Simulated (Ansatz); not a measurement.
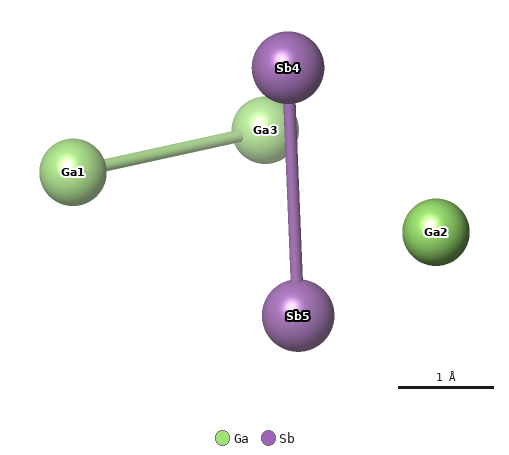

Figure 1. The structure of run A (ball-and-stick view, seen at a tilt; atoms are numbered from 1 in the order of the input). Sticks mark near contacts.

**Two runs on Ga$_{3}$Sb$_{2}$**

System: Ga$_{3}$Sb$_{2}$, charge +1, multiplicity 5.
Method of run A: UKS r2SCAN-D4/def2-SVP (Ansatz 0.2.0).

The geometry: r2SCAN-D4/def2-SVP start. Text and figures count atoms from 1; the logs count them from 0 in places.

## Input file, run A
```yaml
crystal:
  periodic: [false, false, false]
  atoms:
    - {symbol: Ga, position_ang: [0.997202, -0.148441, 2.059924]}
    - {symbol: Ga, position_ang: [-2.551211, -0.464891, -1.722449]}
    - {symbol: Ga, position_ang: [2.379799, 0.795181, 0.107975]}
    - {symbol: Sb, position_ang: [0.016630, -1.322678, -0.522917]}
    - {symbol: Sb, position_ang: [-0.842421, 1.140829, 0.077467]}
basis:
  gaussian: {orbitals: def2-SVP}
total_charge: 1
magnetization: {spin_polarized: true, initial_magnetization: 4}
hamiltonian: {xc: r2scan, dispersion: d4}
scf: {lower_state_search: "off"}
output: {orbitals: {seedname: orbitals}}
relax: {f_tol: 0.02, max_steps: 100}
```

Command:
```bash
ansatz run in.yaml --threads 4 --pin off --events-out ev --progress --plain --max-ram 4787MiB
```

Hardware: 4 threads of Arm Neoverse V1, 23 GiB of memory available, shared host.

## Output, shortened to warnings, some set-up lines, iterations and results (run A)
```
[...]
mean field evaluation 1: about -170181.9166 eV, gradient 2.8e1 eV
mean field evaluation 2: about -170137.3467 eV, gradient 7.3e1 eV
mean field evaluation 4: about -170178.1906 eV, gradient 2.8e1 eV
mean field evaluation 8: about -170187.2390 eV, gradient 1.1e0 eV
mean field evaluation 16: about -170187.3166 eV, gradient 4.2e-1 eV
relax step   1: F+E_penalty+E_count = -170187.36561792 eV  Δ(F+E_penalty+E_count) = +0.000e0 eV  max|allowed force component| = 1.329e0 eV/Å  Δτ_max = 0.0000 Å  (75 SCF …
mean field evaluation 32: about -170187.5481 eV, gradient 1.1e0 eV
relax step   2: F+E_penalty+E_count = -170187.99443001 eV  Δ(F+E_penalty+E_count) = -6.288e-1 eV  max|allowed force component| = 6.669e-1 eV/Å  Δτ_max = 0.1988 Å  (56 SCF …
relax step   3: F+E_penalty+E_count = -170188.13106534 eV  Δ(F+E_penalty+E_count) = -1.366e-1 eV  max|allowed force component| = 8.469e-1 eV/Å  Δτ_max = 0.1954 Å  (28 SCF …
relax step   4: F+E_penalty+E_count = -170188.22950336 eV  Δ(F+E_penalty+E_count) = -9.844e-2 eV  max|allowed force component| = 3.470e-1 eV/Å  Δτ_max = 0.0650 Å  (25 SCF …
mean field evaluation 64: about -170188.2097 eV, gradient 2.7e-6 eV
relax step   5: F+E_penalty+E_count = -170188.27310321 eV  Δ(F+E_penalty+E_count) = -4.360e-2 eV  max|allowed force component| = 1.350e-1 eV/Å  Δτ_max = 0.0796 Å  (24 SCF …
relax step   6: F+E_penalty+E_count = -170188.27839750 eV  Δ(F+E_penalty+E_count) = -5.294e-3 eV  max|allowed force component| = 6.252e-2 eV/Å  Δτ_max = 0.0475 Å  (24 SCF …
relax step   7: F+E_penalty+E_count = -170188.27950784 eV  Δ(F+E_penalty+E_count) = -1.110e-3 eV  max|allowed force component| = 5.052e-3 eV/Å  Δτ_max = 0.0143 Å  (23 SCF …
Total energy: -170188.27952481 eV, -6254.3039147778 hartree
Atom 0 at     0.743391    -0.229576     2.013514 Å, force    -0.005052    -0.001779     0.000547 eV/Å
Atom 1 at    -2.249839    -0.408410    -1.533028 Å, force     0.004215     0.000166     0.002676 eV/Å
Atom 2 at     2.026608     0.732532    -0.125717 Å, force    -0.001161     0.000925    -0.004984 eV/Å
Atom 3 at     0.215295    -1.419135    -0.509226 Å, force     0.002008    -0.004150    -0.000526 eV/Å
Atom 4 at    -0.735457     1.324588     0.154456 Å, force    -0.000009     0.004838     0.002288 eV/Å
Dipole moment:    -0.231813    -0.042051    -0.157889 e Å
Checks for a lower state left out: stability, starts, cluster_reference, orbital_swaps, neighbouring_geometries, increment
```

Run B used a changed input.

## The two runs side by side

| quantity | run A | run B |
| --- | --- | --- |
| outcome | converged | converged |
| total energy (hartree) | −6254.303915 | −6254.342786 |
| HOMO (eV) | −8.50 | −9.49 |
| LUMO (eV) | −8.70 | −8.45 |
| ⟨S²⟩ | 6.026 | 2.032 |
| largest force (eV/Å) | 0.005 | 0.012 |
| basis functions | 148 | 148 |
| wall time (shared host) | 70 s | 3.2 min |

Which change of the input explains these differences?

The change (lines with − go, lines with + come):
```diff
-magnetization: {spin_polarized: true, initial_magnetization: 4}
+magnetization: {spin_polarized: true, initial_magnetization: 2}
```

With the same method and basis, run B lies 24.4 kcal/mol lower. The HOMO goes from −8.50 to −9.49 eV. The LUMO goes from −8.70 to −8.45 eV. On the same kind of shared host run B took about 2.7 times as long.

## Output, shortened to warnings, some set-up lines, iterations and results (run B)
```
[...]
mean field evaluation 1: about -170181.8503 eV, gradient 3.0e1 eV
mean field evaluation 2: about -170132.0685 eV, gradient 7.5e1 eV
mean field evaluation 4: about -170179.8892 eV, gradient 2.8e1 eV
mean field evaluation 8: about -170188.4857 eV, gradient 7.7e-1 eV
mean field evaluation 16: about -170188.4286 eV, gradient 2.3e-2 eV
[... 22 lines ...]
relax step  18: F+E_penalty+E_count = -170189.31885100 eV  Δ(F+E_penalty+E_count) = +1.642e-2 eV  max|allowed force component| = 2.342e-1 eV/Å  Δτ_max = 0.1950 Å  (30 SCF …
relax step  19: F+E_penalty+E_count = -170189.33647785 eV  Δ(F+E_penalty+E_count) = -1.206e-3 eV  max|allowed force component| = 2.876e-2 eV/Å  Δτ_max = 0.0693 Å  (25 SCF …
relax step  20: F+E_penalty+E_count = -170189.33673681 eV  Δ(F+E_penalty+E_count) = -2.590e-4 eV  max|allowed force component| = 3.507e-2 eV/Å  Δτ_max = 0.0372 Å  (26 SCF …
mean field evaluation 192: about -170189.3351 eV, gradient 7.0e-1 eV
relax step  21: F+E_penalty+E_count = -170189.33725083 eV  Δ(F+E_penalty+E_count) = -5.140e-4 eV  max|allowed force component| = 1.019e-2 eV/Å  Δτ_max = 0.0211 Å  (26 SCF …
Total energy: -170189.33726824 eV, -6254.3427861317 hartree
Atom 0 at     0.312392    -0.427229     2.396699 Å, force    -0.001922     0.002851    -0.008942 eV/Å
Atom 1 at    -1.732985    -0.156370    -1.721191 Å, force     0.004922    -0.002673     0.004972 eV/Å
Atom 2 at     2.109622     0.801822    -1.010741 Å, force     0.007429    -0.001896    -0.002180 eV/Å
Atom 3 at     0.248663    -1.386192    -0.210008 Å, force    -0.007117     0.010193     0.000740 eV/Å
Atom 4 at    -0.937693     1.167969     0.545241 Å, force    -0.003313    -0.008475     0.005411 eV/Å
Dipole moment:     0.326949     0.118936    -0.155979 e Å
Checks for a lower state left out: stability, starts, cluster_reference, orbital_swaps, neighbouring_geometries, increment
```
